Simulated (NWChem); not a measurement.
# SnF2 (SMILES [F][Sn][F]) at 6 levels

We compute a comparison of 6 runs (HF/STO-3G, HF/def2-SVP, r2SCAN/3-21G, B3LYP/def2-SVP, PBE0/def2-SVP, B3LYP/def2-TZVP) of SnF2. 

The results are computed with NWChem 7.3.0.

### Step 1. The system as given

The species is SnF2 (3 atoms), meant as a singlet with charge 0. SMILES: `[F][Sn][F]`. The shape comes from GFN2-xTB, which is rough for such elements, and wasn't checked as a minimum.

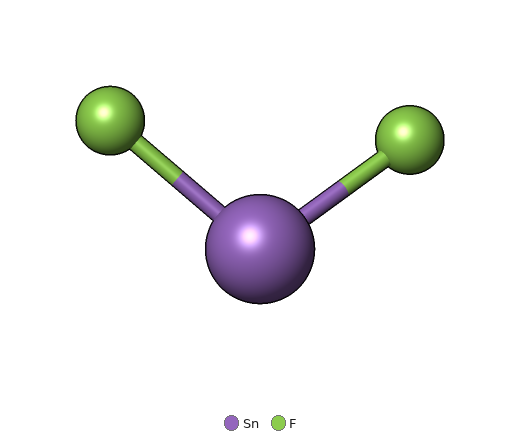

The structure, seen from a chosen angle (tin purple, fluorine green).

### Step 2. Energy and gradient at HF/STO-3G (run 1)

Contents of geom.nw:

```
start geom
title "F2Sn gradient"
memory 2200 mb

geometry units angstroms noautosym nocenter noautoz
  Sn       0.005290      -0.007560      -0.865150
  F        1.618310      -0.021230       0.443060
  F       -1.623610       0.028790       0.422090
end

basis spherical bse
  * library STO-3G
end

scf
  thresh 1e-08
  maxiter 80
end

task scf gradient
```

Run with:

```sh
$ nwchem geom.nw > geom.out
```

What it wrote:

```text
[...]
  functions       =    37
[...]
  wavefunction    = RHF
[...]
         Total SCF energy =  -6159.310214073993
      One-electron energy =  -9012.042722558335
      Two-electron energy =   2610.173881777411
 Nuclear repulsion energy =    242.558626706931
        Time for solution =      1.7s
[...]
                         RHF ENERGY GRADIENTS
    atom               coordinates                        gradient
                 x          y          z           x          y          z
   1 Sn      0.009997  -0.014286  -1.634896    0.000436  -0.000713  -0.081679
   2 F       3.058162  -0.040119   0.837262    0.072954  -0.000772   0.041338
   3 F      -3.068178   0.054405   0.797634   -0.073390   0.001485   0.040340
[...]
```

It took 2.6 s on 1 thread of AMD EPYC 9R45 (Zen 5), shared host; peak memory 0.1 GiB.

### Step 3. Energy and forces at HF/def2-SVP (core potential) (run 2)

Contents of f2sn.nw:

```
start f2sn
memory stack 880 mb heap 220 mb global 1100 mb

geometry noautosym nocenter noautoz
   Sn    0.005290   -0.007560   -0.865150
   F     1.618310   -0.021230    0.443060
   F    -1.623610    0.028790    0.422090
end

basis "ao basis" spherical bse
   * library def2-SVP
end

ecp bse
   Sn library def2-SVP
end

scf
   thresh 1e-08
   maxiter 80
end

task scf gradient
```

Run with:

```sh
$ nwchem f2sn.nw > f2sn.out
```

What it wrote:

```text
[...]
  functions       =    54
[...]
  wavefunction    = RHF
[...]
         Total SCF energy =   -412.115684676157
      One-electron energy =   -883.648609331756
      Two-electron energy =    357.404071008028
 Nuclear repulsion energy =    114.128853647571
        Time for solution =      3.0s
[...]
                         RHF ENERGY GRADIENTS
    atom               coordinates                        gradient
                 x          y          z           x          y          z
   1 Sn      0.009997  -0.014286  -1.634896    0.000279  -0.000492  -0.056366
   2 F       3.058162  -0.040119   0.837262    0.042272  -0.000408   0.028484
   3 F      -3.068178   0.054405   0.797634   -0.042552   0.000900   0.027882
[...]
```

Wall time 4.2 s (1 thread of AMD EPYC 9R45 (Zen 5), shared host); peak memory 0.1 GiB.

### Step 4. Energy and forces at r2SCAN/3-21G (run 3)

Contents of run.py:

```python
from ase import Atoms
from ase.calculators.nwchem import NWChem

mol = Atoms(['Sn', 'F', 'F'], positions=[
    [0.005290, -0.007560, -0.865150],
    [1.618310, -0.021230, 0.443060],
    [-1.623610, 0.028790, 0.422090],
])

calc = NWChem(
    label='geom',
    theory='dft',
    memory='2200 mb',
    basis='3-21G',
    basispar='spherical bse',
    dft={'xc': 'r2scan', 'mult': '1', 'grid': 'xfine', 'convergence': 'energy 1e-08', 'iterations': '100', 'mulliken': None},
)
mol.calc = calc

forces = mol.get_forces()
e = mol.get_potential_energy()
print(f"E = {e:.6f} eV")
print("forces (eV/A):")
for s, f in zip(mol.symbols, forces):
    print(f"{s:2s} {f[0]:10.5f} {f[1]:10.5f} {f[2]:10.5f}")
print("dipole (e A):", mol.get_dipole_moment().round(4))
```

Run with:

```sh
$ export ASE_NWCHEM_COMMAND="nwchem PREFIX.nwi > PREFIX.nwo"
$ python run.py
```

What it wrote:

```text
E = -168636.416720 eV
forces (eV/A):
Sn   -0.01352    0.02376    2.72614
F    -2.31991    0.02401   -1.37935
F     2.33348   -0.04777   -1.34674
dipole (e A): [ 0.003  -0.0046 -0.5263]
```

The calculator wrote geom.nwi:

```
title "geom"

permanent_dir geom

scratch_dir geom

start geom

geometry units angstrom nocenter noautosym noautoz
  Sn 5.2900000000000004e-03 -7.5599999999999999e-03 -8.6514999999999997e-01
  F  1.6183099999999999e+00 -2.1229999999999999e-02 4.4306000000000001e-01
  F  -1.6236100000000000e+00 2.8790000000000000e-02 4.2209000000000002e-01
end

memory 2200 mb

basis spherical bse noprint
   * library 3-21G
end

dft
  xc r2scan
  mult 1
  grid xfine
  convergence energy 1e-08
  iterations 100
  mulliken
end

task dft gradient
```

geom.nwo:

```text
Northwest Computational Chemistry Package (NWChem) 7.3.0
             --------------------------------------------------------

           Job information
           ---------------

    nwchem branch   = 7.3.0
    use scalapack   = T
    input           = geom.nwi
    prefix          = geom.
    data base       = geom/geom.db
    status          = startup
    nproc           =        1

           Memory information
           ------------------

[... 5 lines left out ...]
    hardfail = no
[... 84 lines left out ...]
  convergence criterion.
[... 38 lines left out ...]
          Spatial weights used:  Erf1
[... 32 lines left out ...]
 1-e energy   =   -9036.176276
[... 51 lines left out ...]
           Coulomb energy =     2779.434736489477
[... 416 lines left out ...]
          Convergence on density requested:  1.00D-05
[... 24 lines left out ...]
          total energy or number of iterations.
[... 34 lines left out ...]
                 ----------------------------------------
                 |  Time  |  1-e(secs)   |  2-e(secs)   |
                 ----------------------------------------
                 |  CPU   |       0.00   |       0.30   |
                 ----------------------------------------
                 |  WALL  |       0.00   |       0.30   |
                 ----------------------------------------

 Task  times  cpu:        3.9s     wall:        3.9s
 Total times  cpu:        3.9s     wall:        3.9s
```

It took 4.8 s on 1 thread of AMD EPYC 9R45 (Zen 5), shared host; peak memory 0.12 GiB.

Runs 4 to 5 aren't shown in full; the table further down has their settings and results.

### Step 5. Energy and forces at B3LYP/def2-TZVP (core potential) (run 6)

Contents of calc.nw:

```
start calc
title "F2Sn B3LYP"
memory total 2200 mb

geometry noautosym nocenter noautoz
  Sn     0.005290    -0.007560    -0.865150
  F      1.618310    -0.021230     0.443060
  F     -1.623610     0.028790     0.422090
end

basis spherical bse
  * library def2-TZVP
end

ecp bse
  Sn library def2-TZVP
end

dft
  xc b3lyp
  grid fine
  convergence energy 1e-08
  iterations 100
  mulliken
end

task dft gradient
```

Run with:

```sh
$ nwchem calc.nw > calc.out
```

What it wrote:

```text
[...]
          Wavefunction type:  closed shell.
          No. of atoms     :     3
          No. of electrons :    40
[...]
          Charge           :     0
          Spin multiplicity:     1
[...]
          AO basis - number of functions:   112
[...]
              XC Information
              --------------
                         B3LYP Method XC Potential
                     Hartree-Fock (Exact) Exchange  0.200
                        Slater Exchange Functional  0.800 local
                    Becke 1988 Exchange Functional  0.720 non-local
              Lee-Yang-Parr Correlation Functional  0.810
                  VWN I RPA Correlation Functional  0.190 local
[...]
 d= 0,ls=0.0,diis     1   -414.0580266206 -5.28D+02  2.25D-02  1.42D+00     1.5
[...]
 d= 0,ls=0.0,diis    10   -414.2376649103 -1.21D-09  4.61D-07  1.61D-08    10.6
         Total DFT energy =     -414.237664910343
      One electron energy =     -883.859978124440
           Coulomb energy =      394.564723222290
    Exchange-Corr. energy =      -39.071263655764
 Nuclear repulsion energy =      114.128853647571
[...]
  wavefunction    = closed shell
                         DFT ENERGY GRADIENTS
    atom               coordinates                        gradient
                 x          y          z           x          y          z
   1 Sn      0.009997  -0.014286  -1.634896    0.000208  -0.000377  -0.043194
   2 F       3.058162  -0.040119   0.837262    0.030177  -0.000279   0.021815
   3 F      -3.068178   0.054405   0.797634   -0.030386   0.000655   0.021379
[...]
```

Run time: 15 s. Hardware: 1 thread of AMD EPYC 9R45 (Zen 5), shared host; peak memory 0.13 GiB.

### Step 6. All runs side by side

| run | level | core potential | iteration cap | energy (Eh) | dipole moment (D) | HOMO energy (eV) | LUMO energy (eV) | wall time |
| --- | --- | --- | --- | --- | --- | --- | --- | --- |
| 1 | HF/STO-3G | – | 80 | -6159.310214 | 1.12 | -5.53 | 4.24 | 2.6 s |
| 2 | HF/def2-SVP (core potential) | def2-SVP | 80 | -412.115685 | 4.71 | -11.57 | -0.44 | 4.2 s |
| 3 | r2SCAN/3-21G | – | 100 | -6197.274059 | 2.53 | -6.65 | -3.25 | 4.8 s |
| 4 | B3LYP/def2-SVP (core potential) | def2-SVP | 100 | -413.961307 | 4.01 | -8.38 | -3.24 | 6 s |
| 5 | PBE0/def2-SVP (core potential) | def2-SVP | 100 | -413.700048 | 4.07 | – | – | 6 s |
| 6 | B3LYP/def2-TZVP (core potential) | def2-TZVP | 100 | -414.237665 | 4.49 | -8.82 | -3.52 | 15 s |

### Step 7. Outcome

```
                       quantity          value
            run 6: total energy  -414.23766 Eh
           run 6: dipole moment         4.49 D
             run 6: HOMO energy       -8.82 eV
             run 6: LUMO energy       -3.52 eV
           run 6: HOMO–LUMO gap        5.30 eV
run 6: largest force on an atom     2.221 eV/Å
```

**Reading.** The dipole moment (its size) runs from 1.12 D (HF/STO-3G) to 4.71 D (HF/def2-SVP). The two ends differ in basis and core potential. Over runs 1, 2, 3, 4, 6 the HOMO–LUMO gap runs from 3.40 eV (r2SCAN/3-21G) to 11.13 eV (HF/def2-SVP). The two ends differ in method and basis and core potential. Totals of different functionals can't be ranked against each other. Some runs of one species differ in core potentials or relativity; totals across that change don't compare. In run 1 the basis is minimal, so the values are rough. In runs 1, 3 relativity is left out where basis or elements ask for it. All runs together took 39 s, the longest 15 s.
